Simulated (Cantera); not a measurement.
A closed system holds: 1 mol SiCl₄, 4.7 mol NO, 5 mol N₂, at 310 Pa.

Method: chemical equilibrium by Gibbs-energy minimisation in Cantera with the NASA 1993 tables (ideal gas, pure condensed phases). Candidate condensed phases: Si, SiO₂, Si₂N₂O, Si₃N₄; 23 gas species. Rates play no part.

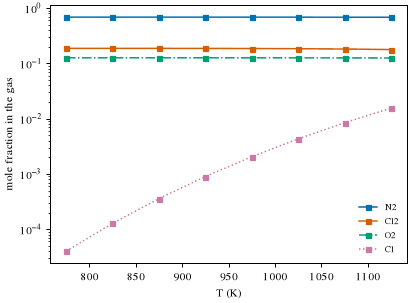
Equilibrium gas composition (values under 1e-9 drawn at 1e-9)

Question: Read off the mole fractions at 1075 K.

Answer: N₂ about 0.68, Cl₂ about 0.18, O₂ about 0.13, Cl about 0.0085.
